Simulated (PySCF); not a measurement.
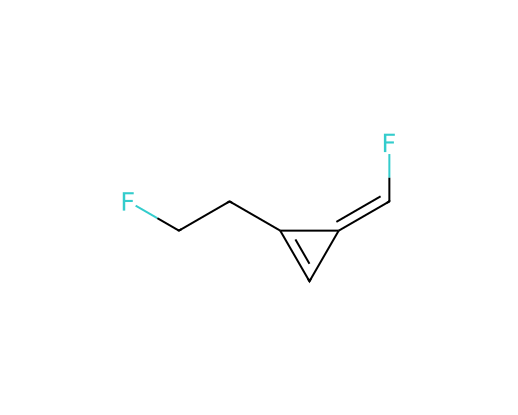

> Transcribe the drawing into SMILES.

F/C=C1C=C/1CCF

> Give the formula, hydrogens included.

C6H6F2.

> An optimisation with PBE0-D3(BJ)/def2-SVP gave a structure of which point group?

C1. Other conformers may differ.

More results for the same structure follow; atom numbers are the same in all pictures, views and colours differ. The geometry was computed by an optimisation with PBE0-D3(BJ)/def2-SVP. No frequency run is at hand to confirm it as a minimum.

### Geometry

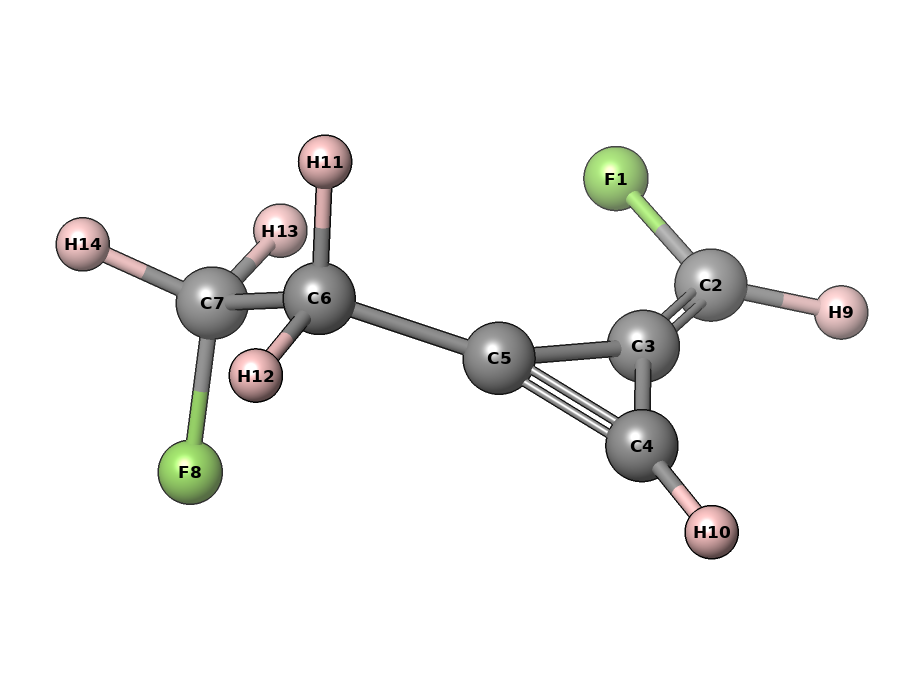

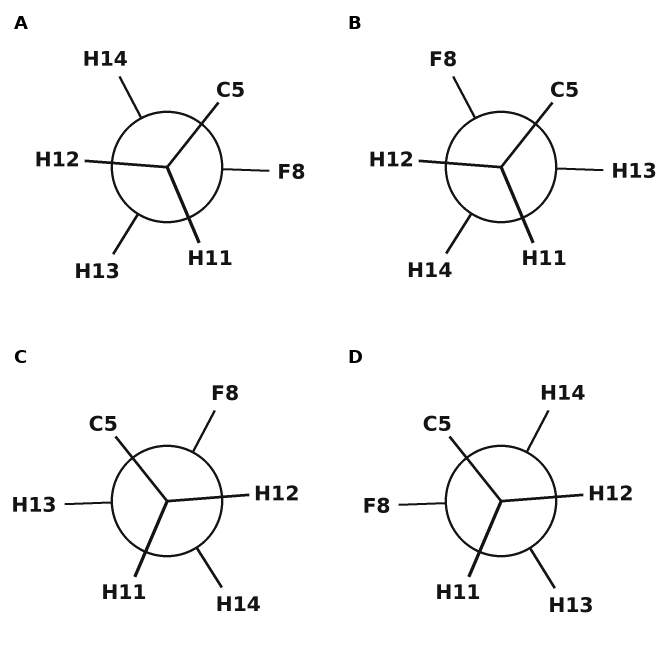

Depth is shown by fading: the farther an atom, the more it takes the colour of the background. Bonds that would overlap in a projection are set slightly apart. No frequency run is at hand to confirm it as a minimum.

> Which Newman projection shows the view along C6–C7, with C6 in front?

C. The torsion angle C5–C6–C7–F8 is 66°, synclinal (gauche).

### Dipole moment

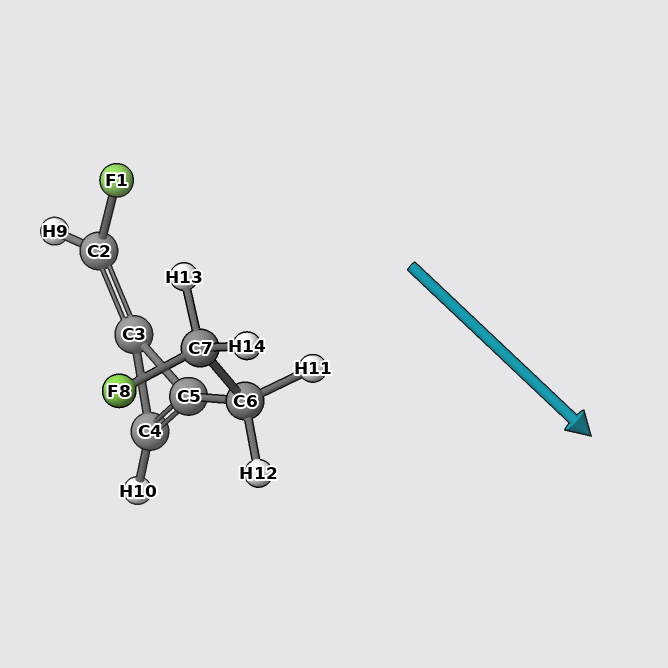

The arrow beside the molecule shows the direction of the dipole moment, from the negative to the positive end (its length means nothing). No frequency run is at hand to confirm it as a minimum. Properties computed with B3LYP/pcSseg-1, gas phase (PySCF 2.14.0).

> How large is the dipole moment?

3.25 D; it points from the side of F1, H9 to the side of H12 (the outermost atoms at the two ends).

### Charges

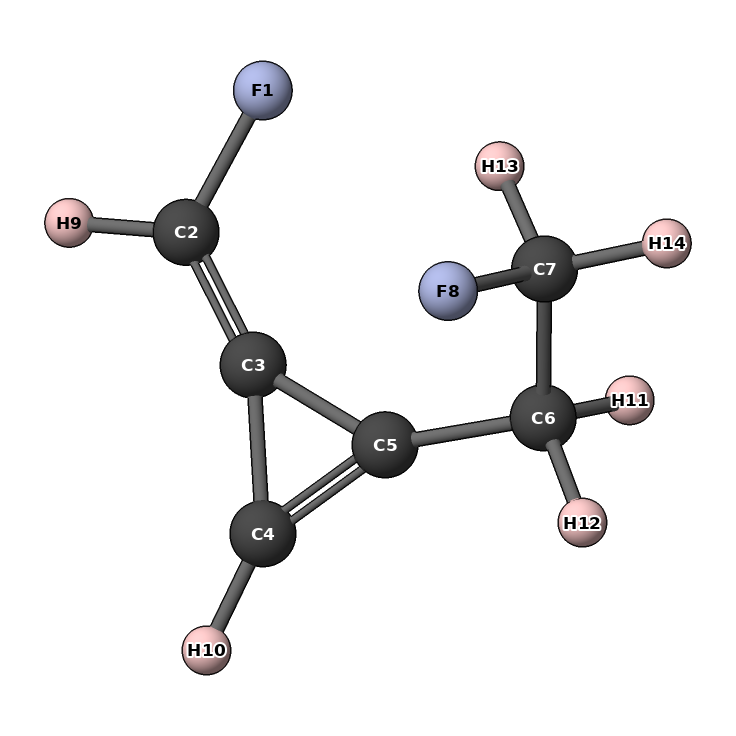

The questions are on IAO charges. No frequency run is at hand to confirm it as a minimum. Properties computed with PBE0/pcSseg-1, gas phase (PySCF 2.14.0).

List the IAO charges.

```
atom  value (e)
  F1      −0.30
  C2       0.01
  C3      −0.04
  C4      −0.12
  C5       0.06
  C6      −0.29
  C7       0.05
  F8      −0.32
  H9       0.15
 H10       0.18
 H11       0.17
 H12       0.16
 H13       0.15
 H14       0.14
```

### NMR shielding

The questions are on isotropic NMR shieldings of the C atoms. No frequency run is at hand to confirm it as a minimum. Level of theory: GIAO B3LYP/pcSseg-1 NMR shielding, non-relativistic, gas phase (PySCF 2.14.0).

> Which C atom is the most shielded (lowest chemical shift)?

C6 (148.3 ppm).

> Which C atom is the least shielded (highest chemical shift)?

C5 (31.2 ppm).

> How wide is the range of C shifts?

117.1 ppm.

Give the isotropic NMR shieldings of the C atoms atom by atom.

```json
{"atom": "C2", "σ (ppm)": "53.7"}
{"atom": "C3", "σ (ppm)": "72.4"}
{"atom": "C4", "σ (ppm)": "59.4"}
{"atom": "C5", "σ (ppm)": "31.2"}
{"atom": "C6", "σ (ppm)": "148.3"}
{"atom": "C7", "σ (ppm)": "95.5"}
```
